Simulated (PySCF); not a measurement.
# Si2H6O2: NMR shifts at several levels of theory

Aim: compute the NMR shifts of Si2H6O2 (`O[SiH2]O[SiH3]`) at several levels, and see how far they spread and what each costs.

Computed with PySCF 2.14.0, with density-fitted response routines of our own, on a single molecule in the gas phase. Atoms count from 0, in the outputs and in this text.

## Step 1: The starting structure

10 atoms, charge 0, multiplicity 1; geometry from: PBE0-D3(BJ)/def2-SVP.

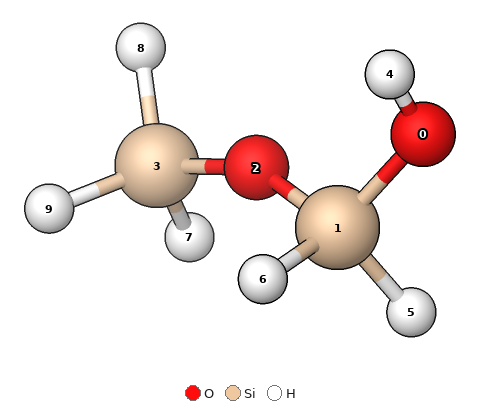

The starting geometry (oxygen red, silicon light orange, hydrogen white), atoms numbered.

## Step 2: Shielding tensors: HF/pcSseg-2

Job settings and geometry (Å):

```
{"job": {"kind": "nmr", "xc": "HF", "basis": "pcSseg-2", "pop": false}, "charge": 0, "multiplicity": 1}
O      2.521671    -0.282025    -0.134704
Si     1.007836    -0.917925     0.054022
O     -0.110642     0.286033     0.202924
Si    -1.635715     0.890596     0.399919
H      2.881221     0.227486     0.596922
H      0.752423    -1.708497    -1.176077
H      0.925501    -1.764257     1.282116
H     -2.501142     0.502741    -0.754111
H     -1.554562     2.376748     0.479851
H     -2.243694     0.362016     1.658743
```

Level: GIAO HF/pcSseg-2 NMR shielding, non-relativistic, gas phase.

Run with:

```
OMP_NUM_THREADS=1 python probes_run.py task.json out
```

The driver reads the jobs from task.json and runs them one after another.

Output:

```text
final grid: 78504 points
cycle   1  E = -731.2127324201  dE =  5.792e-04  |g| = 7.254e-01  |ddm| = 2.204e+00
cycle   2  E = -731.2920485636  dE = -7.932e-02  |g| = 4.474e-01  |ddm| = 5.413e-01
cycle   3  E = -731.3256620274  dE = -3.361e-02  |g| = 5.933e-02  |ddm| = 2.026e-01
cycle   4  E = -731.3268204834  dE = -1.158e-03  |g| = 1.200e-02  |ddm| = 6.877e-02
cycle   5  E = -731.3268633420  dE = -4.286e-05  |g| = 4.054e-03  |ddm| = 1.282e-02
cycle   6  E = -731.3268673357  dE = -3.994e-06  |g| = 1.308e-03  |ddm| = 3.335e-03
cycle   7  E = -731.3268678567  dE = -5.210e-07  |g| = 2.794e-04  |ddm| = 1.297e-03
cycle   8  E = -731.3268679000  dE = -4.329e-08  |g| = 6.526e-05  |ddm| = 4.515e-04
cycle   9  E = -731.3268679025  dE = -2.443e-09  |g| = 1.313e-05  |ddm| = 9.875e-05
cycle  10  E = -731.3268679026  dE = -1.085e-10  |g| = 2.655e-06  |ddm| = 2.126e-05
converged SCF energy = -731.3268679026

GIAO shielding tensors (ppm)
atom      isotropic    diamagn.    paramagn.     s11        s22        s33       span
  0 O      286.950     385.536     -98.587    243.419    306.060    311.369     67.951
  1 Si     430.906     872.002    -441.096    419.794    430.750    442.174     22.381
  2 O      296.205     400.522    -104.317    270.582    290.063    327.971     57.388
  3 Si     434.474     873.128    -438.655    404.413    410.442    488.567     84.154
  4 H       29.588      31.261      -1.673     21.900     24.365     42.500     20.600
  5 H       27.338      29.045      -1.707     23.987     25.624     32.403      8.416
  6 H       27.201      29.099      -1.899     23.825     25.663     32.114      8.289
  7 H       27.056      28.816      -1.760     24.076     25.383     31.709      7.632
  8 H       27.102      28.767      -1.665     24.106     25.429     31.771      7.665
  9 H       27.076      28.756      -1.681     24.111     25.437     31.679      7.567
```

Wall time 12 s (1 thread of Arm Neoverse V2, shared host); peak memory 1.1 GiB.

Shifts follow as δ = σ(reference) − σ, with reference shieldings (ppm) from runs at the same level and on the same kind of geometry: ¹H TMS 31.68, ²⁹Si TMS 383.0, ¹⁷O H2O 326.3. The references are single molecules in the gas phase, so shifts against H2O, NH3, PH3, H3PO4 or CFCl3 are not on the usual liquid scales and can be off by tens of ppm. Atoms listed in one row are averaged.

```
     atoms                          environment  σ (ppm)  δ (ppm)
H7, H8, H9    hydrogen on a silicon bonded to O    27.08     4.60
    H5, H6  hydrogen on a silicon bonded to 2 O    27.27     4.41
        H4   hydrogen on an oxygen bonded to Si    29.59     2.09
        O0               oxygen bonded to Si, H    286.9     39.4
        O2                oxygen bonded to 2 Si    296.2     30.1
       Si1           silicon bonded to 2 O, 2 H    430.9    -47.9
       Si3             silicon bonded to O, 3 H    434.5    -51.5
```

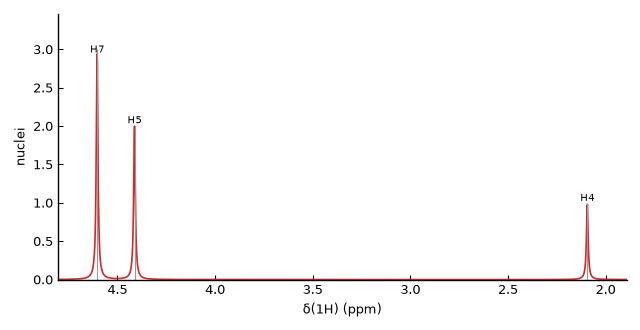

¹H lines at the computed shifts, without couplings. Lines are broadened to a width of 0.01 ppm (Lorentzian).

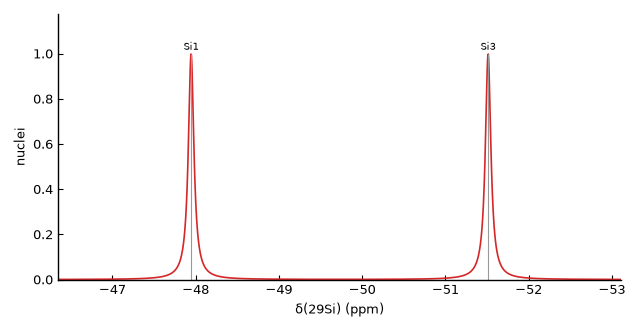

²⁹Si lines at the computed shifts, without couplings. Lines are broadened to a width of 0.08 ppm (Lorentzian).

## Step 3: Nuclear shieldings: LDA/pcSseg-2

The job, as its differences from that of step 2:

```diff
@@ -1,2 +1,2 @@
-{"job": {"kind": "nmr", "xc": "HF", "basis": "pcSseg-2", "pop": false}, "charge": 0, "multiplicity": 1}
+{"job": {"kind": "nmr", "xc": "LDA", "basis": "pcSseg-2", "pop": false}, "charge": 0, "multiplicity": 1}
 O      2.521671    -0.282025    -0.134704
```

Level: GIAO LDA/pcSseg-2 NMR shielding, non-relativistic, gas phase.

Output:

```text
coarse grid: 9144 points
cycle   1  E = -729.6130878352  dE =  3.207e-01  |g| = 1.200e+00  |ddm| = 2.294e+00
cycle   2  E = -728.2278687512  dE =  1.385e+00  |g| = 2.836e+00  |ddm| = 2.710e+00
cycle   3  E = -729.8455611863  dE = -1.618e+00  |g| = 2.067e-01  |ddm| = 2.384e+00
cycle   4  E = -729.8521994993  dE = -6.638e-03  |g| = 1.441e-01  |ddm| = 2.412e-01
cycle   5  E = -729.8552166521  dE = -3.017e-03  |g| = 6.757e-02  |ddm| = 1.017e-01
cycle   6  E = -729.8560350628  dE = -8.184e-04  |g| = 5.697e-03  |ddm| = 3.740e-02
cycle   7  E = -729.8560414351  dE = -6.372e-06  |g| = 1.441e-03  |ddm| = 5.494e-03
final grid: 78504 points
cycle   8  E = -729.8465142646  dE = -3.696e-05  |g| = 2.863e-03  |ddm| = 1.839e-02
cycle   9  E = -729.8465115513  dE =  2.713e-06  |g| = 4.798e-03  |ddm| = 3.676e-03
cycle  10  E = -729.8465153405  dE = -3.789e-06  |g| = 1.025e-03  |ddm| = 2.758e-03
cycle  11  E = -729.8465155189  dE = -1.784e-07  |g| = 2.590e-04  |ddm| = 6.686e-04
cycle  12  E = -729.8465155297  dE = -1.077e-08  |g| = 8.064e-05  |ddm| = 1.524e-04
cycle  13  E = -729.8465155310  dE = -1.330e-09  |g| = 1.946e-05  |ddm| = 6.931e-05
cycle  14  E = -729.8465155311  dE = -6.412e-11  |g| = 2.681e-06  |ddm| = 1.230e-05
converged SCF energy = -729.8465155311

GIAO shielding tensors (ppm)
atom      isotropic    diamagn.    paramagn.     s11        s22        s33       span
  0 O      254.853     384.319    -129.466    187.849    274.325    302.386    114.537
  1 Si     334.833     877.105    -542.272    314.359    334.917    355.223     40.864
  2 O      262.300     396.023    -133.723    225.535    239.917    321.449     95.914
  3 Si     347.755     878.288    -530.533    298.058    303.166    442.041    143.983
  4 H       28.781      31.158      -2.377     21.946     24.585     39.812     17.867
  5 H       25.437      28.080      -2.643     22.290     23.761     30.261      7.971
  6 H       25.046      28.229      -3.183     21.770     23.616     29.751      7.981
  7 H       25.115      27.842      -2.726     22.233     23.388     29.726      7.493
  8 H       25.204      27.855      -2.651     22.316     23.583     29.714      7.398
  9 H       25.125      27.824      -2.699     22.261     23.416     29.698      7.437
```

Run time: 20 s. Hardware: 1 thread of Arm Neoverse V2, shared host; peak memory 0.78 GiB.

This run: δ O0 79.5, O2 72.1, Si1 -31.8, Si3 -44.7, H7 5.62, H5 5.53 ppm (means over like atoms).

## Step 4: NMR shieldings: PBE/pcSseg-2

The job, as its differences from that of step 3:

```diff
@@ -1,2 +1,2 @@
-{"job": {"kind": "nmr", "xc": "LDA", "basis": "pcSseg-2", "pop": false}, "charge": 0, "multiplicity": 1}
+{"job": {"kind": "nmr", "xc": "PBE", "basis": "pcSseg-2", "pop": false}, "charge": 0, "multiplicity": 1}
 O      2.521671    -0.282025    -0.134704
```

With the program's defaults for keys left out, this is: GIAO PBE/pcSseg-2 NMR shielding, non-relativistic, gas phase.

Output:

```text
coarse grid: 9144 points
cycle   1  E = -732.5555630133  dE =  3.197e-01  |g| = 1.192e+00  |ddm| = 2.317e+00
cycle   2  E = -731.2594253126  dE =  1.296e+00  |g| = 2.752e+00  |ddm| = 2.682e+00
cycle   3  E = -732.7872743236  dE = -1.528e+00  |g| = 2.005e-01  |ddm| = 2.355e+00
cycle   4  E = -732.7940740006  dE = -6.800e-03  |g| = 1.354e-01  |ddm| = 2.441e-01
cycle   5  E = -732.7968498152  dE = -2.776e-03  |g| = 6.289e-02  |ddm| = 9.793e-02
cycle   6  E = -732.7975733565  dE = -7.235e-04  |g| = 5.243e-03  |ddm| = 3.537e-02
cycle   7  E = -732.7975788023  dE = -5.446e-06  |g| = 1.312e-03  |ddm| = 5.152e-03
final grid: 78504 points
cycle   8  E = -732.7990204772  dE = -4.902e-05  |g| = 9.919e-03  |ddm| = 2.211e-02
cycle   9  E = -732.7989595860  dE =  6.089e-05  |g| = 2.104e-02  |ddm| = 1.466e-02
cycle  10  E = -732.7990361033  dE = -7.652e-05  |g| = 1.053e-03  |ddm| = 1.053e-02
cycle  11  E = -732.7990362039  dE = -1.006e-07  |g| = 7.668e-04  |ddm| = 8.824e-04
cycle  12  E = -732.7990363078  dE = -1.039e-07  |g| = 6.904e-05  |ddm| = 3.898e-04
cycle  13  E = -732.7990363086  dE = -8.131e-10  |g| = 1.595e-05  |ddm| = 6.445e-05
converged SCF energy = -732.7990363086

GIAO shielding tensors (ppm)
atom      isotropic    diamagn.    paramagn.     s11        s22        s33       span
  0 O      257.301     383.937    -126.636    196.675    278.231    296.996    100.321
  1 Si     361.872     876.662    -514.790    340.617    362.011    382.988     42.371
  2 O      264.150     396.872    -132.722    232.849    243.844    315.757     82.908
  3 Si     372.179     877.680    -505.500    328.156    333.512    454.871    126.715
  4 H       29.443      31.612      -2.169     22.678     25.268     40.383     17.705
  5 H       26.101      28.770      -2.669     22.938     24.405     30.961      8.023
  6 H       25.701      28.843      -3.142     22.400     24.250     30.453      8.053
  7 H       25.780      28.496      -2.716     22.887     24.074     30.380      7.493
  8 H       25.878      28.466      -2.588     22.975     24.269     30.390      7.415
  9 H       25.789      28.435      -2.647     22.911     24.104     30.351      7.440
```

Wall time 23 s (1 thread of Arm Neoverse V2, shared host); peak memory 0.75 GiB.

This run: δ O0 70.6, O2 63.7, Si1 -38.4, Si3 -48.7, H7 5.36, H5 5.28 ppm (means over like atoms).

## Step 5: Nuclear shieldings: BLYP/pcSseg-2

The job, as its differences from that of step 4:

```diff
@@ -1,2 +1,2 @@
-{"job": {"kind": "nmr", "xc": "PBE", "basis": "pcSseg-2", "pop": false}, "charge": 0, "multiplicity": 1}
+{"job": {"kind": "nmr", "xc": "BLYP", "basis": "pcSseg-2", "pop": false}, "charge": 0, "multiplicity": 1}
 O      2.521671    -0.282025    -0.134704
```

Method: GIAO BLYP/pcSseg-2 NMR shielding, non-relativistic, gas phase.

Output:

```text
coarse grid: 9144 points
cycle   1  E = -732.9629356142  dE =  3.418e-01  |g| = 1.289e+00  |ddm| = 2.315e+00
cycle   2  E = -731.3797862618  dE =  1.583e+00  |g| = 3.011e+00  |ddm| = 3.043e+00
cycle   3  E = -733.2277828996  dE = -1.848e+00  |g| = 2.276e-01  |ddm| = 2.726e+00
cycle   4  E = -733.2372708285  dE = -9.488e-03  |g| = 1.463e-01  |ddm| = 2.891e-01
cycle   5  E = -733.2403681049  dE = -3.097e-03  |g| = 7.653e-02  |ddm| = 1.122e-01
cycle   6  E = -733.2414153030  dE = -1.047e-03  |g| = 6.691e-03  |ddm| = 4.156e-02
cycle   7  E = -733.2414236060  dE = -8.303e-06  |g| = 1.726e-03  |ddm| = 6.343e-03
final grid: 78504 points
cycle   8  E = -733.2422168911  dE = -4.230e-05  |g| = 3.752e-03  |ddm| = 1.972e-02
cycle   9  E = -733.2422106747  dE =  6.216e-06  |g| = 7.020e-03  |ddm| = 4.986e-03
cycle  10  E = -733.2422186990  dE = -8.024e-06  |g| = 1.058e-03  |ddm| = 3.632e-03
cycle  11  E = -733.2422188845  dE = -1.856e-07  |g| = 2.839e-04  |ddm| = 7.230e-04
cycle  12  E = -733.2422188969  dE = -1.239e-08  |g| = 1.271e-04  |ddm| = 2.102e-04
cycle  13  E = -733.2422188996  dE = -2.705e-09  |g| = 2.162e-05  |ddm| = 7.795e-05
cycle  14  E = -733.2422188997  dE = -1.006e-10  |g| = 4.335e-06  |ddm| = 2.059e-05
converged SCF energy = -733.2422188997

GIAO shielding tensors (ppm)
atom      isotropic    diamagn.    paramagn.     s11        s22        s33       span
  0 O      255.431     383.526    -128.095    197.021    278.228    291.043     94.022
  1 Si     358.017     875.914    -517.897    337.413    357.748    378.891     41.478
  2 O      259.691     397.322    -137.631    229.113    241.414    308.546     79.433
  3 Si     366.697     877.006    -510.309    324.694    330.202    445.196    120.502
  4 H       29.694      31.916      -2.222     23.019     25.563     40.498     17.478
  5 H       26.422      28.920      -2.498     23.265     24.728     31.272      8.008
  6 H       26.023      29.013      -2.990     22.730     24.564     30.775      8.045
  7 H       26.102      28.647      -2.545     23.228     24.414     30.665      7.436
  8 H       26.202      28.639      -2.437     23.310     24.610     30.687      7.376
  9 H       26.111      28.607      -2.497     23.253     24.445     30.634      7.382
```

Run time: 24 s. Hardware: 1 thread of Arm Neoverse V2, shared host; peak memory 0.75 GiB.

Key values: δ O0 69.7, O2 65.5, Si1 -48.4, Si3 -57.0, H7 5.24, H5 5.15 ppm (means over like atoms).

## Step 6: NMR shieldings: BP86/pcSseg-2

The job, as its differences from that of step 5:

```diff
@@ -1,2 +1,2 @@
-{"job": {"kind": "nmr", "xc": "BLYP", "basis": "pcSseg-2", "pop": false}, "charge": 0, "multiplicity": 1}
+{"job": {"kind": "nmr", "xc": "BP86", "basis": "pcSseg-2", "pop": false}, "charge": 0, "multiplicity": 1}
 O      2.521671    -0.282025    -0.134704
```

Method: GIAO BP86/pcSseg-2 NMR shielding, non-relativistic, gas phase.

Output:

```text
coarse grid: 9144 points
cycle   1  E = -733.0780642098  dE =  3.203e-01  |g| = 1.203e+00  |ddm| = 2.307e+00
cycle   2  E = -731.8106140226  dE =  1.267e+00  |g| = 2.737e+00  |ddm| = 2.536e+00
cycle   3  E = -733.3133088338  dE = -1.503e+00  |g| = 1.997e-01  |ddm| = 2.209e+00
cycle   4  E = -733.3201367278  dE = -6.828e-03  |g| = 1.353e-01  |ddm| = 2.400e-01
cycle   5  E = -733.3229495724  dE = -2.813e-03  |g| = 6.044e-02  |ddm| = 9.492e-02
cycle   6  E = -733.3236159590  dE = -6.664e-04  |g| = 5.623e-03  |ddm| = 3.392e-02
cycle   7  E = -733.3236218463  dE = -5.887e-06  |g| = 1.397e-03  |ddm| = 5.310e-03
final grid: 78504 points
cycle   8  E = -733.3281964824  dE = -4.608e-05  |g| = 5.393e-03  |ddm| = 1.970e-02
cycle   9  E = -733.3281804581  dE =  1.602e-05  |g| = 1.082e-02  |ddm| = 7.972e-03
cycle  10  E = -733.3282009369  dE = -2.048e-05  |g| = 9.745e-04  |ddm| = 5.570e-03
cycle  11  E = -733.3282010567  dE = -1.198e-07  |g| = 5.238e-04  |ddm| = 6.799e-04
cycle  12  E = -733.3282011030  dE = -4.635e-08  |g| = 9.034e-05  |ddm| = 2.752e-04
cycle  13  E = -733.3282011048  dE = -1.729e-09  |g| = 2.415e-05  |ddm| = 8.675e-05
cycle  14  E = -733.3282011049  dE = -1.040e-10  |g| = 2.451e-06  |ddm| = 2.026e-05
converged SCF energy = -733.3282011049

GIAO shielding tensors (ppm)
atom      isotropic    diamagn.    paramagn.     s11        s22        s33       span
  0 O      257.732     383.843    -126.111    197.743    278.526    296.926     99.184
  1 Si     362.032     876.643    -514.612    341.002    362.280    382.813     41.812
  2 O      264.743     396.882    -132.139    234.181    245.055    314.993     80.811
  3 Si     371.077     877.689    -506.612    327.959    333.372    451.901    123.941
  4 H       29.508      31.592      -2.084     22.753     25.321     40.451     17.698
  5 H       26.169      28.787      -2.617     22.989     24.486     31.033      8.045
  6 H       25.771      28.877      -3.106     22.457     24.328     30.526      8.069
  7 H       25.859      28.524      -2.665     22.957     24.164     30.457      7.500
  8 H       25.959      28.497      -2.538     23.056     24.353     30.470      7.414
  9 H       25.868      28.467      -2.599     22.982     24.192     30.430      7.448
```

It took 29 s on 1 thread of Arm Neoverse V2, shared host; peak memory 0.75 GiB.

This run: δ O0 68.3, O2 61.3, Si1 -40.0, Si3 -49.0, H7 5.34, H5 5.26 ppm (means over like atoms).

## Step 7: Nuclear shieldings: OPBE/pcSseg-2

The job, as its differences from that of step 6:

```diff
@@ -1,2 +1,2 @@
-{"job": {"kind": "nmr", "xc": "BP86", "basis": "pcSseg-2", "pop": false}, "charge": 0, "multiplicity": 1}
+{"job": {"kind": "nmr", "xc": "OPBE", "basis": "pcSseg-2", "pop": false}, "charge": 0, "multiplicity": 1}
 O      2.521671    -0.282025    -0.134704
```

Method: GIAO OPBE/pcSseg-2 NMR shielding, non-relativistic, gas phase.

Output:

```text
coarse grid: 9144 points
cycle   1  E = -732.8647113846  dE =  2.716e-01  |g| = 1.089e+00  |ddm| = 2.361e+00
cycle   2  E = -731.9168946910  dE =  9.478e-01  |g| = 2.378e+00  |ddm| = 2.375e+00
cycle   3  E = -733.0699093679  dE = -1.153e+00  |g| = 1.543e-01  |ddm| = 2.020e+00
cycle   4  E = -733.0736292303  dE = -3.720e-03  |g| = 1.154e-01  |ddm| = 1.928e-01
cycle   5  E = -733.0758912476  dE = -2.262e-03  |g| = 4.141e-02  |ddm| = 7.749e-02
cycle   6  E = -733.0762309863  dE = -3.397e-04  |g| = 3.725e-03  |ddm| = 2.656e-02
cycle   7  E = -733.0762336640  dE = -2.678e-06  |g| = 8.229e-04  |ddm| = 3.823e-03
final grid: 78504 points
cycle   8  E = -733.0842739369  dE = -1.672e-04  |g| = 2.103e-02  |ddm| = 3.666e-02
cycle   9  E = -733.0840732359  dE =  2.007e-04  |g| = 3.862e-02  |ddm| = 2.897e-02
cycle  10  E = -733.0843380639  dE = -2.648e-04  |g| = 3.317e-03  |ddm| = 2.087e-02
cycle  11  E = -733.0843395023  dE = -1.438e-06  |g| = 1.333e-03  |ddm| = 1.873e-03
cycle  12  E = -733.0843398209  dE = -3.186e-07  |g| = 1.529e-04  |ddm| = 7.163e-04
cycle  13  E = -733.0843398249  dE = -3.925e-09  |g| = 3.130e-05  |ddm| = 1.126e-04
cycle  14  E = -733.0843398251  dE = -2.231e-10  |g| = 6.209e-06  |ddm| = 3.297e-05
converged SCF energy = -733.0843398251

GIAO shielding tensors (ppm)
atom      isotropic    diamagn.    paramagn.     s11        s22        s33       span
  0 O      266.368     384.644    -118.277    211.052    286.197    301.853     90.801
  1 Si     388.508     877.555    -489.048    367.918    388.418    409.187     41.269
  2 O      275.448     397.123    -121.675    247.392    257.352    321.600     74.209
  3 Si     397.882     878.296    -480.414    356.606    361.843    475.196    118.590
  4 H       29.501      31.450      -1.949     22.574     25.177     40.752     18.178
  5 H       26.228      29.148      -2.920     23.065     24.524     31.095      8.030
  6 H       25.841      29.104      -3.263     22.536     24.387     30.599      8.063
  7 H       25.914      28.838      -2.925     23.005     24.216     30.520      7.515
  8 H       26.009      28.720      -2.711     23.094     24.393     30.540      7.446
  9 H       25.922      28.700      -2.777     23.026     24.248     30.493      7.466
```

It took 28 s on 1 thread of Arm Neoverse V2, shared host; peak memory 0.75 GiB.

Key values: δ O0 62.8, O2 53.8, Si1 -33.0, Si3 -42.3, H7 5.25, H5 5.16 ppm (means over like atoms).

## Step 8: Shielding tensors: KT2/pcSseg-2

The job, as its differences from that of step 7:

```diff
@@ -1,2 +1,2 @@
-{"job": {"kind": "nmr", "xc": "OPBE", "basis": "pcSseg-2", "pop": false}, "charge": 0, "multiplicity": 1}
+{"job": {"kind": "nmr", "xc": "KT2", "basis": "pcSseg-2", "pop": false}, "charge": 0, "multiplicity": 1}
 O      2.521671    -0.282025    -0.134704
```

Level: GIAO KT2/pcSseg-2 NMR shielding, non-relativistic, gas phase.

Output:

```text
coarse grid: 9144 points
cycle   1  E = -740.1700918693  dE =  3.483e-01  |g| = 1.209e+00  |ddm| = 2.231e+00
cycle   2  E = -738.8109379259  dE =  1.359e+00  |g| = 2.751e+00  |ddm| = 2.767e+00
cycle   3  E = -740.4232328166  dE = -1.612e+00  |g| = 1.771e-01  |ddm| = 2.434e+00
cycle   4  E = -740.4281119623  dE = -4.879e-03  |g| = 1.426e-01  |ddm| = 2.462e-01
cycle   5  E = -740.4316355334  dE = -3.524e-03  |g| = 5.162e-02  |ddm| = 9.812e-02
cycle   6  E = -740.4321662115  dE = -5.307e-04  |g| = 5.860e-03  |ddm| = 3.509e-02
cycle   7  E = -740.4321728006  dE = -6.589e-06  |g| = 1.374e-03  |ddm| = 5.642e-03
final grid: 78504 points
cycle   8  E = -740.4698358364  dE = -2.443e-04  |g| = 1.595e-02  |ddm| = 2.792e-02
cycle   9  E = -740.4697972342  dE =  3.860e-05  |g| = 1.926e-02  |ddm| = 1.424e-02
cycle  10  E = -740.4698463241  dE = -4.909e-05  |g| = 7.564e-03  |ddm| = 1.237e-02
cycle  11  E = -740.4698564201  dE = -1.010e-05  |g| = 7.775e-04  |ddm| = 4.139e-03
cycle  12  E = -740.4698565355  dE = -1.154e-07  |g| = 3.717e-04  |ddm| = 7.059e-04
cycle  13  E = -740.4698565596  dE = -2.403e-08  |g| = 6.330e-05  |ddm| = 2.228e-04
cycle  14  E = -740.4698565607  dE = -1.114e-09  |g| = 6.173e-06  |ddm| = 6.394e-05
cycle  15  E = -740.4698565607  dE = -5.684e-12  |g| = 1.815e-06  |ddm| = 7.163e-06
converged SCF energy = -740.4698565607

GIAO shielding tensors (ppm)
atom      isotropic    diamagn.    paramagn.     s11        s22        s33       span
  0 O      255.250     383.621    -128.371    192.568    275.170    298.013    105.445
  1 Si     385.239     878.953    -493.714    364.988    385.614    405.114     40.127
  2 O      265.837     398.024    -132.188    233.334    244.359    319.816     86.482
  3 Si     395.487     879.966    -484.478    351.700    357.105    477.658    125.957
  4 H       29.399      31.561      -2.162     22.656     25.270     40.272     17.616
  5 H       26.136      28.656      -2.520     22.952     24.431     31.024      8.072
  6 H       25.756      28.737      -2.981     22.425     24.302     30.540      8.116
  7 H       25.830      28.405      -2.575     22.932     24.118     30.440      7.508
  8 H       25.924      28.341      -2.417     23.029     24.306     30.436      7.407
  9 H       25.840      28.324      -2.484     22.960     24.146     30.412      7.452
```

Wall time 28 s (1 thread of Arm Neoverse V2, shared host); peak memory 0.75 GiB.

This run: δ O0 69.1, O2 58.5, Si1 -34.2, Si3 -44.5, H7 5.31, H5 5.23 ppm (means over like atoms).

(Part 1 of 2 ends here.)
